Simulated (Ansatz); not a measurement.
## Electronic structure of C$_{2}$H$_{7}$BGaNO in real space

```xyz
13

B    -0.9191   -2.9470   -0.5042
Ga    0.1076   -1.2185   -0.0622
O     1.7947   -0.7099    0.4838
C     1.4224    0.6430    0.4767
N     0.0362    0.6111    0.0578
C    -0.7303    1.8068   -0.0793
H    -2.0623   -2.9041   -0.8448
H    -0.3864   -4.0113   -0.4259
H     1.5378    1.0887    1.4800
H     2.0500    1.2207   -0.2239
H    -1.7446    1.5677   -0.4037
H    -0.8077    2.3599    0.8680
H    -0.2984    2.4927   -0.8223
```

Geometry: PBE0-D4/def2-TZVP.

All numbers below come from RKS PBE0-D4/def2-TZVPP (Ansatz 0.2.0).

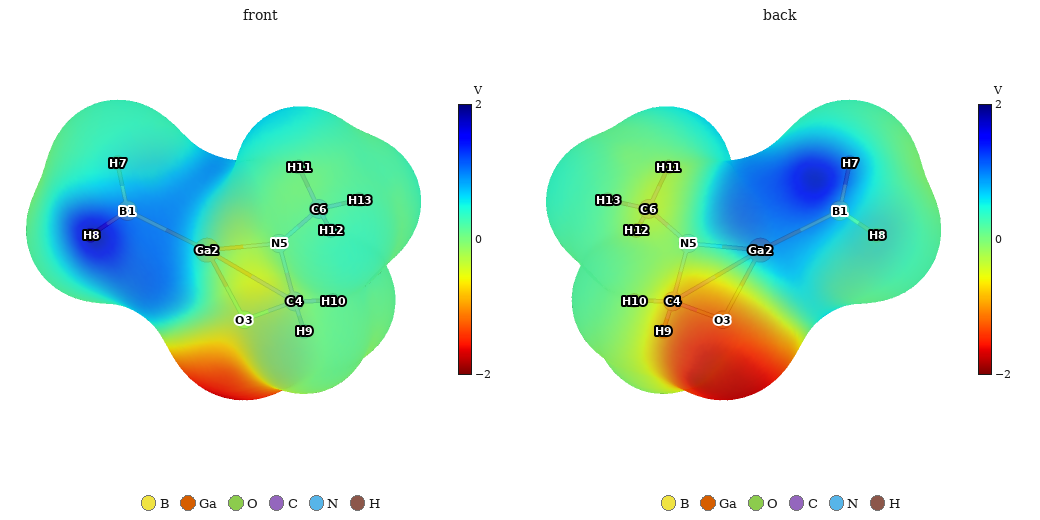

Figure 1. The molecular electrostatic potential painted on the density surface at 0.001 e/bohr³, seen from the front and from behind; the colour scale runs from red (negative) to blue (positive).

Q: Describe the electrostatic potential map.

A: The most negative region (about −1.8 V) lies over O3, the most positive (about +1.7 V) over B1. O3 is the likeliest acceptor of a hydrogen bond.

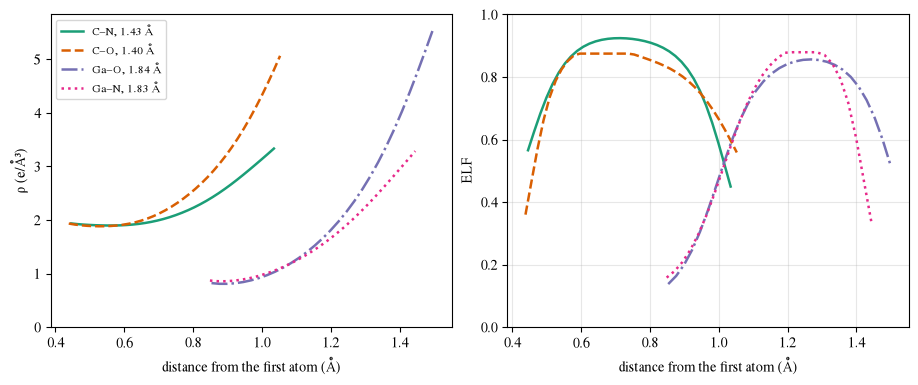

Figure 2. Electron density and electron localisation function along straight lines between neighbouring atoms. The curves leave out the atomic cores.

Q: What can be read from the curves?

A: C–N (1.43 Å): ρ at the midpoint is about 2 e/Å³; the ELF peaks at about 0.90 between the atoms (localised, covalent bonding).
C–O (1.40 Å): the density is about 2.1 e/Å³ at the midpoint, with its minimum of 1.9 e/Å³ about 0.5 Å from C; the ELF peaks at about 0.85 between the atoms: a shared but strongly polarised pair.
Ga–O (1.84 Å): ρ is about 0.82 e/Å³ halfway; the ELF peaks at about 0.85 in the valence shell of O, 0.6 Å from its nucleus, and is about 0.25 at the midpoint.
Ga–N (1.83 Å): the density is about 0.87 e/Å³ at the midpoint; the ELF peaks at about 0.90 in the valence shell of N, 0.6 Å from its nucleus, and is about 0.25 at the midpoint.
